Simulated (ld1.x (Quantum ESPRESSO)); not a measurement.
**An RRKJ potential for F, from input to tests**

Do these settings give a usable potential? It is generated, then checked for transferability, scattering, ghosts and hardness.

Method: ld1.x (Quantum ESPRESSO) 7.5, PBE, scalar-relativistic.

## Step 1: Settings

The settings as typed:

```json
{
  "element": "fluorine (F, Z = 9)",
  "type": "norm-conserving RRKJ (Kleinman–Bylander form)",
  "frozen core": "[He]",
  "valence charge": "7",
  "reference configuration": "2s2 2p5",
  "partial waves": "2s (bound): rc 0.55 bohr; 2p (bound): rc 1.55 bohr; 3d channel at 0.05 Ry: rc 1.55 bohr",
  "local potential": "the d channel",
  "core correction": "Bessel-smoothed model core, default radius (core density twice the valence density)"
}
```

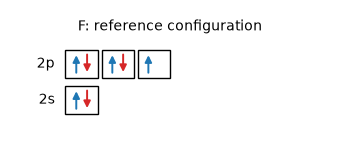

The outer shells as boxes. The arrows follow Hund's rule for the drawing; the calculation itself is spin-unpolarised.

## Step 2: Generation

Input file F.in:

```
 &input
   title='F', zed=9., rel=1, dft='PBE', iswitch=3,
   config='[He] 2s2 2p5 3d-2',
   nld=3, rlderiv=1.70, eminld=-4.0, emaxld=5.0, deld=0.02
 /
 &inputp
   pseudotype=2, tm=.false., lloc=2,
   nlcc=.true., new_core_ps=.true.,
   file_pseudopw='F.UPF', file_wfcaegen='ae.wfc', file_wfcncgen='nc.wfc', file_beta='beta', file_chi='chi'
 /
3
2S  1  0   2.00   0.00  0.55  0.55  0.0
2P  2  1   5.00   0.00  1.55  1.55  0.0
3D  3  2  -2.00   0.05  1.55  1.55  0.0
 &test
   configts(1)='2s2 2p5'
 /
```

Started as:

```bash
$ ld1.x < F.in > F.out
```

Output in F.out (without the banner and most projector matrices):

```text
     Program LD1 v.7.5
     --------------------------- All-electron run ----------------------------

     F
     scalar relativistic calculation

     atomic number is  9.00
     dft =PBE   lsd =0 sic =0 latt =0  beta=0.20 tr2=1.0E-14
     Exchange-correlation= PBE
                           (   1   4   3   4   0   0   0)
     mesh =1105 r(mesh) =  99.76081 a.u. xmin = -7.00 dx = 0.01250
     1 Ry =  13.60569312 eV, c = 137.03599908

     n l     nl                  e(Ry)          e(Ha)          e(eV)
     1 0     1S 1( 2.00)       -48.7570       -24.3785      -663.3734
     2 0     2S 1( 2.00)        -2.1976        -1.0988       -29.8996
     2 1     2P 1( 5.00)        -0.8167        -0.4083       -11.1117

     final scf error:  6.3E-15 reached in  26 iterations

     Etot =    -199.489330 Ry,     -99.744665 Ha,   -2714.190600 eV

     Ekin =     199.322998 Ry,      99.661499 Ha,    2711.927538 eV
     Encl =    -477.724055 Ry,    -238.862027 Ha,   -6499.766885 eV
     Eh   =      99.339620 Ry,      49.669810 Ha,    1351.584389 eV
     Exc  =     -20.427893 Ry,     -10.213946 Ha,    -277.935642 eV

     normalization and overlap integrals

     s(1S/1S) =  1.000000  <r> =   0.1763  <r2> =    0.0420  r(max) =   0.1139
     s(2S/2S) =  1.000000  <r> =   1.0034  <r2> =    1.2282  r(max) =   0.7617
     s(2P/2P) =  1.000000  <r> =   1.1050  <r2> =    1.6384  r(max) =   0.7066

     ------------------------ End of All-electron run ------------------------

     --------------------- Generating NC pseudopotential ---------------------

      Generating local pot.: lloc=2, matching radius rcloc =   1.5500

      Computing core charge for nlcc:

       r > 0.28 : true rho core
      Core charge pseudized with two Bessel functions
      Integrated core pseudo-charge :   1.45

      Wfc   2S  rcut= 0.550  Estimated cut-off energy=      395.85 Ry
      This function has    0 nodes for 0 < r <    0.550

      Wfc   2P  rcut= 1.534  Estimated cut-off energy=       75.83 Ry
      This function has    0 nodes for 0 < r <    1.534

     ------------------- End of pseudopotential generation -------------------

     [... the all-electron block is printed once more ...]


     Computing logarithmic derivative in   1.70582
     Computing logarithmic derivative in   1.70582
     Computing the partial wave expansion
     R is outside the sphere for l=    0 j= 0.00
     R is outside the sphere for l=    1 j= 0.00
       no projector for channel:   2

     ---------------------- Testing the pseudopotential ----------------------

     F
     scalar relativistic calculation

     atomic number is  9.00   valence charge is  7.00
     dft =PBE   lsd =0 sic =0 latt =0  beta=0.20 tr2=1.0E-14
     mesh =1105 r(mesh) =  99.76081 xmin = -7.00 dx = 0.01250

     n l     nl             e AE (Ry)        e PS (Ry)    De AE-PS (Ry)
     1 0     2S   1( 2.00)       -2.19758       -2.19758       -0.00000
     2 1     2P   1( 5.00)       -0.81670       -0.81670        0.00000

     eps = 1.9E-18  iter =  4

     Etot =    -199.489330 Ry,     -99.744665 Ha,   -2714.190600 eV
     Etotps =   -52.903514 Ry,     -26.451757 Ha,    -719.788976 eV

     Ekin =      30.603685 Ry,      15.301843 Ha,     416.384350 eV
     Encl =    -103.600757 Ry,     -51.800379 Ha,   -1409.560112 eV
     Ehrt =      41.238074 Ry,      20.619037 Ha,     561.072581 eV
     Ecxc =     -14.815774 Ry,      -7.407887 Ha,    -201.578878 eV
     (Ecc =      -5.689541 Ry,      -2.844770 Ha,     -77.410143 eV)
     Epseu=      -6.328742 Ry,      -3.164371 Ha,     -86.106918 eV

     ---------------------- End of pseudopotential test ----------------------
```

Run time: 1 s. Hardware: 1 thread, shared host. This counts the later configuration tests of the new file too.

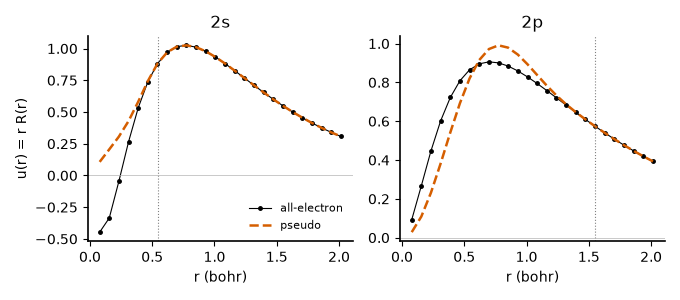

All-electron and pseudo partial waves (2s, 2p), with the matching radii dotted. The curves join 26 sampled radii.

## Step 3: Configuration tests

Input file F.test.in:

```
 &input
   title='F', zed=9., rel=1, dft='PBE', iswitch=2,
   config='[He] 2s2 2p5 3d-2'
 /
 &test
   file_pseudo='F.UPF', nconf=8,
   configts(1)='2s2 2p5',
   configts(2)='2s2 2p4',
   configts(3)='2s2 2p3',
   configts(4)='2s2 2p2',
   configts(5)='2s1 2p5',
   configts(6)='2s1 2p6',
   configts(7)='2s2 2p1',
   configts(8)='2s2 2p4.5'
 /
```

Started as:

```bash
$ ld1.x < F.test.in > F.test.out
```

F.test.out, the pseudopotential blocks, each with the warnings that came before it:

```text
     ---------------------- Testing the pseudopotential ----------------------

     F
     scalar relativistic calculation

     atomic number is  9.00   valence charge is  7.00
     dft =PBE   lsd =0 sic =0 latt =0  beta=0.20 tr2=1.0E-14
     mesh =1105 r(mesh) =  99.76081 xmin = -7.00 dx = 0.01250

     n l     nl             e AE (Ry)        e PS (Ry)    De AE-PS (Ry)
     1 0     2S   1( 2.00)       -2.19758       -2.19758       -0.00000
     2 1     2P   1( 5.00)       -0.81670       -0.81670        0.00000

     eps = 2.0E-16  iter = 12

     Etot =    -199.489330 Ry,     -99.744665 Ha,   -2714.190600 eV
     Etotps =   -52.903514 Ry,     -26.451757 Ha,    -719.788975 eV

     Ekin =      30.603685 Ry,      15.301843 Ha,     416.384351 eV
     Encl =    -103.600757 Ry,     -51.800379 Ha,   -1409.560112 eV
     Ehrt =      41.238074 Ry,      20.619037 Ha,     561.072581 eV
     Ecxc =     -14.815774 Ry,      -7.407887 Ha,    -201.578878 eV
     (Ecc =      -5.689541 Ry,      -2.844770 Ha,     -77.410143 eV)
     Epseu=      -6.328742 Ry,      -3.164371 Ha,     -86.106918 eV

     ---------------------- End of pseudopotential test ----------------------

     ---------------------- Testing the pseudopotential ----------------------

     F
     [...]
     n l     nl             e AE (Ry)        e PS (Ry)    De AE-PS (Ry)
     1 0     2S   1( 2.00)       -3.48292       -3.48633        0.00341
     2 1     2P   1( 4.00)       -2.08065       -2.07109       -0.00957  !

     eps = 2.5E-15  iter =  9

     Etot =    -198.064175 Ry,     -99.032088 Ha,   -2694.800384 eV
     Etotps =   -51.481497 Ry,     -25.740749 Ha,    -700.441450 eV
     dEtot_ae =       1.425155 Ry
     dEtot_ps =       1.422017 Ry,   Delta E=       0.003138 Ry

     [...]
     ---------------------- End of pseudopotential test ----------------------

     ---------------------- Testing the pseudopotential ----------------------

     F
     [...]
     n l     nl             e AE (Ry)        e PS (Ry)    De AE-PS (Ry)
     1 0     2S   1( 2.00)       -4.99731       -4.99214       -0.00518  !
     2 1     2P   1( 3.00)       -3.60167       -3.55384       -0.04783  !

     eps = 6.9E-16  iter =  9

     Etot =    -195.242940 Ry,     -97.621470 Ha,   -2656.415526 eV
     Etotps =   -48.685579 Ry,     -24.342789 Ha,    -662.401046 eV
     dEtot_ae =       4.246390 Ry
     dEtot_ps =       4.217935 Ry,   Delta E=       0.028455 Ry

     [...]
     ---------------------- End of pseudopotential test ----------------------

     ---------------------- Testing the pseudopotential ----------------------

     F
     [...]
     n l     nl             e AE (Ry)        e PS (Ry)    De AE-PS (Ry)
     1 0     2S   1( 2.00)       -6.70364       -6.66463       -0.03901  !
     2 1     2P   1( 2.00)       -5.34782       -5.21241       -0.13541  !

     eps = 2.5E-16  iter =  9

     Etot =    -190.786158 Ry,     -95.393079 Ha,   -2595.777923 eV
     Etotps =   -44.315282 Ry,     -22.157641 Ha,    -602.940127 eV
     dEtot_ae =       8.703171 Ry
     dEtot_ps =       8.588232 Ry,   Delta E=       0.114939 Ry

     [...]
     ---------------------- End of pseudopotential test ----------------------

     ---------------------- Testing the pseudopotential ----------------------

     F
     [...]
     n l     nl             e AE (Ry)        e PS (Ry)    De AE-PS (Ry)
     1 0     2S   1( 1.00)       -3.49542       -3.51575        0.02032  !
     2 1     2P   1( 5.00)       -2.08974       -2.09912        0.00938  !

     eps = 7.9E-15  iter = 10

     Etot =    -196.660171 Ry,     -98.330085 Ha,   -2675.697932 eV
     Etotps =   -50.065553 Ry,     -25.032776 Ha,    -681.176547 eV
     dEtot_ae =       2.829159 Ry
     dEtot_ps =       2.837961 Ry,   Delta E=      -0.008802 Ry

     [...]
     ---------------------- End of pseudopotential test ----------------------

     ---------------------- Testing the pseudopotential ----------------------

     F
     [...]
     n l     nl             e AE (Ry)        e PS (Ry)    De AE-PS (Ry)
     1 0     2S   1( 1.00)       -2.23280       -2.23890        0.00610  !
     2 1     2P   1( 6.00)       -0.84819       -0.85471        0.00652  !

     eps = 5.8E-15  iter = 10

     Etot =    -198.106554 Ry,     -99.053277 Ha,   -2695.376983 eV
     Etotps =   -51.520942 Ry,     -25.760471 Ha,    -700.978120 eV
     dEtot_ae =       1.382775 Ry
     dEtot_ps =       1.382572 Ry,   Delta E=       0.000203 Ry

     [...]
     ---------------------- End of pseudopotential test ----------------------

     Warning: n=2, l=1 expected 0 nodes, found 1
     ---------------------- Testing the pseudopotential ----------------------

     F
     [...]
     n l     nl             e AE (Ry)        e PS (Ry)    De AE-PS (Ry)
     1 0     2S   1( 2.00)       -8.57765       -8.46640       -0.11125  !
     2 1     2P   1( 1.00)       -7.29740       -7.00522       -0.29218  !

     eps = 7.6E-16  iter =  9

     Etot =    -184.479831 Ry,     -92.239915 Ha,   -2509.975963 eV
     Etotps =   -38.215971 Ry,     -19.107986 Ha,    -519.954776 eV
     dEtot_ae =      15.009499 Ry
     dEtot_ps =      14.687543 Ry,   Delta E=       0.321956 Ry

     [...]
     ---------------------- End of pseudopotential test ----------------------

     ---------------------- Testing the pseudopotential ----------------------

     F
     [...]
     n l     nl             e AE (Ry)        e PS (Ry)    De AE-PS (Ry)
     1 0     2S   1( 2.00)       -2.80814       -2.81055        0.00241
     2 1     2P   1( 4.50)       -1.41356       -1.41111       -0.00245

     eps = 5.8E-15  iter = 10

     Etot =    -198.934914 Ry,     -99.467457 Ha,   -2706.647396 eV
     Etotps =   -52.349527 Ry,     -26.174763 Ha,    -712.251593 eV
     dEtot_ae =       0.554415 Ry
     dEtot_ps =       0.553987 Ry,   Delta E=       0.000428 Ry

     [...]
     ---------------------- End of pseudopotential test ----------------------
```

The tests as a table, with energies relative to 2s2 2p5. A star marks tests that logged a warning. The frozen-core shift comes from a second all-electron run, not shown, with the core orbitals held at their reference shape; it is that run's ΔE less the relaxed one.

| valence configuration | charge | ΔE all-electron (eV) | error AE − PS (meV) | frozen-core shift (meV) |
| --- | --- | --- | --- | --- |
| 2s2 2p4 | +1 | 19.390 | +43 | +0.1 |
| 2s2 2p3 | +2 | 57.775 | +387 | +0.8 |
| 2s2 2p2 | +3 | 118.413 | +1564 | +4.3 |
| 2s1 2p5 | +1 | 38.493 | -120 | +0.6 |
| 2s1 2p6 | 0 | 18.814 | +2.8 | +0.4 |
| 2s2 2p1 * | +4 | 204.215 | +4380 | +15 |
| 2s2 2p4.5 | +0.5 | 7.543 | +5.8 | 0.0 |

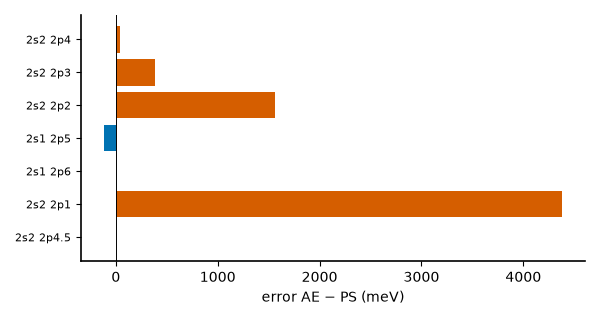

Error of the potential in each test configuration.

## Step 4: Scattering by logarithmic derivatives

Taken from the files of the generation run. The phase is arctan(r·u′/u) with u = r·R, unwrapped, with energies in Ry. A pole is an energy at which the radial function vanishes at the test radius. The pseudo phase is shifted by a multiple of π to meet the all-electron one at the reference energy. Levels narrower than the energy grid can be missing from the poles. The last column is the largest difference on the grid between −1 and +1 Ry.

```tsv
channel	radius (bohr)	reference (Ry)	poles AE	poles PS	window around the reference with phases within 0.05 rad (Ry)	largest difference near zero (rad)
s	1.71	-2.20	-1.47	-1.47	below 3.2	0.003
p	1.71	-0.82	-0.03	-0.02	below 2.8	0.008
d	1.71	0.05	none	none	the whole range	0.000
```

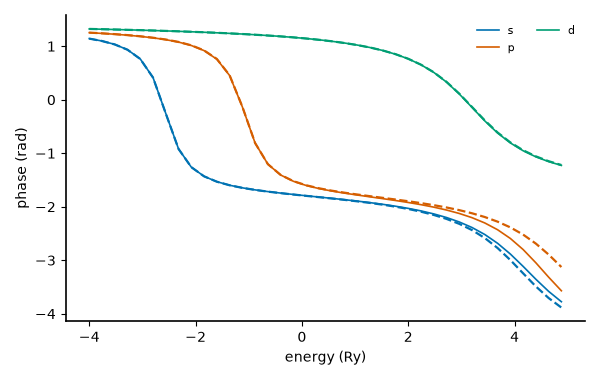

All-electron (solid) and pseudo (dashed) phases against energy.

## Step 5: Cutoff and ghost test in a Bessel basis

A separate test, outside the generator: the pseudo-atom's Hamiltonian at the reference potential is diagonalised in spherical Bessel functions j_l(qr) that vanish at 20 bohr, with q² up to the cutoff.

All-electron valence levels (Ry): 2s -2.1976, 2p -0.8167. The lowest levels of each channel (Ry) by cutoff; the last column sums, over occupied levels, occupation times the distance from the level at 400 Ry. A positive value at high cutoff is not a bound level.

| cutoff (Ry) | s #1 | p #1 | d #1 | f #1 | Σ f·Δε (mRy) |
| --- | --- | --- | --- | --- | --- |
| 8 | -1.8834 | -0.0217 | 0.0806 | 0.1213 | 4605.1 |
| 25 | -1.9698 | -0.5592 | 0.0806 | 0.1213 | 1744.8 |
| 50 | -2.1149 | -0.8136 | 0.0806 | 0.1213 | 182.6 |
| 100 | -2.1748 | -0.8170 | 0.0806 | 0.1213 | 46.0 |
| 180 | -2.1850 | -0.8170 | 0.0806 | 0.1213 | 25.6 |
| 230 | -2.1936 | -0.8170 | 0.0806 | 0.1213 | 8.4 |
| 300 | -2.1975 | -0.8170 | 0.0806 | 0.1213 | 0.5 |
| 400 | -2.1977 | -0.8170 | 0.0806 | 0.1213 | 0.0 |

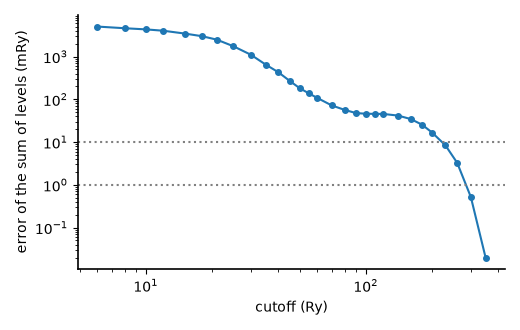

Occupation-weighted error of the valence levels against the cutoff; the dotted lines mark 10 and 1 mRy.

The sum stays within 10 mRy from 230 Ry and within 1 mRy from 300 Ry. The sum leaves out empty levels, which can need more. Ghost test: no level below the all-electron spectrum of its channel (s, p, d, f tested).

## Step 6: What came out

| quantity | value |
| --- | --- |
| cutoffs for 10 and 1 mRy, occupied levels | 230 Ry and 300 Ry |
| bound ghosts | none found |
| largest test error (AE − PS) | +4380 meV, for 2s2 2p1 (this test logged a warning) |
| largest phase difference near zero energy, channels read | 0.008 rad |

**Reading.** By total energies transferability is poor: the largest error is 4380 meV on 204.2 eV, for 2s2 2p1. That test lies far up in energy; among those under 40 eV, nearer to bonding, the largest error is 120 meV. Freezing the core alone would shift it much less, so the error comes from the pseudisation. It counts as very hard, with 230 Ry needed at the looser tolerance. The slowest occupied level is 2s: taken alone it needs 300 Ry to come within 1 mRy, against 55 Ry for 2p. It is free of bound ghosts as far as tested. Near zero energy the phases of the channels with partial waves agree within 0.008 rad. All of this concerns the isolated atom, not yet a solid.
